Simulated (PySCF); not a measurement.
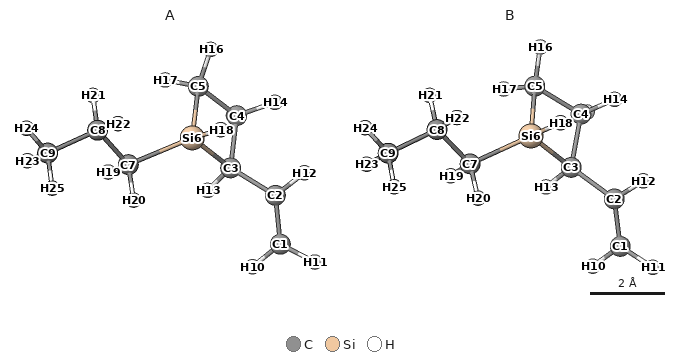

Two geometries of C8H16Si, drawn at one scale. One is the start of a relaxation, the other its converged end. Style: ball-and-stick. Shown at a tilt.

All numbers below come from PBE0-D3(BJ)/def2-SVP geometry optimisation, gas phase in PySCF. 

Q: Which geometry has the lower energy?

A: Structure B is the relaxed one. The start comes from GFN2-xTB. Its atoms were then displaced at random by about 0.01 Å. Over 11 geometry steps the energy falls by 7.15 kcal/mol. An H atom moves most after the best rigid fit: 0.40 Å. By element the largest moves are H 0.40 Å, C 0.19 Å, Si 0.09 Å. Near-neighbour distances that change, for instance: C–H 1.047 → 1.101 Å, C–C 1.503 → 1.550 Å, H–Si 1.462 → 1.500 Å, C–Si 1.949 → 1.913 Å. Bond angles that change, for instance: C–C–Si 118.2° → 123.0°, Si–C–H 111.8° → 107.2°, C–C–Si 90.6° → 86.3°.
